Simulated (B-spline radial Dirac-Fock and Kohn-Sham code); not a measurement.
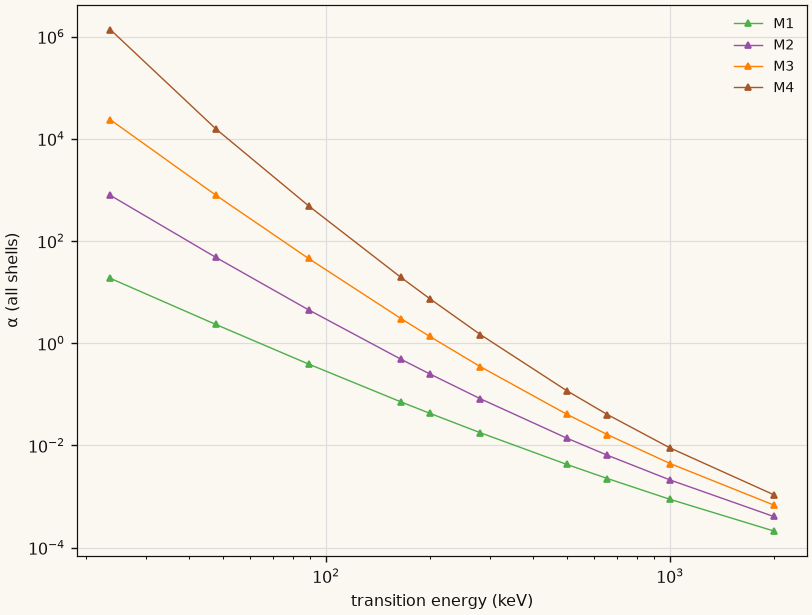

Fig. 1. Total internal conversion coefficients against transition energy, at the marked points and joined by straight lines (also across edges). The total sums all shells and leaves out internal pair formation. Species: technetium (Z = 43). The calculation used a Dirac–Hartree–Slater potential of the neutral atom, no hole, surface-current nucleus (a radial B-spline solver).

M1 goes from 18.6 at 23.6 keV to 2.12 × 10⁻⁴ at 2000 keV; M2 goes from 781 at 23.6 keV to 4.07 × 10⁻⁴ at 2000 keV; M3 goes from 23600 at 23.6 keV to 6.82 × 10⁻⁴ at 2000 keV; M4 goes from 1.37 × 10⁶ at 23.6 keV to 0.00109 at 2000 keV.
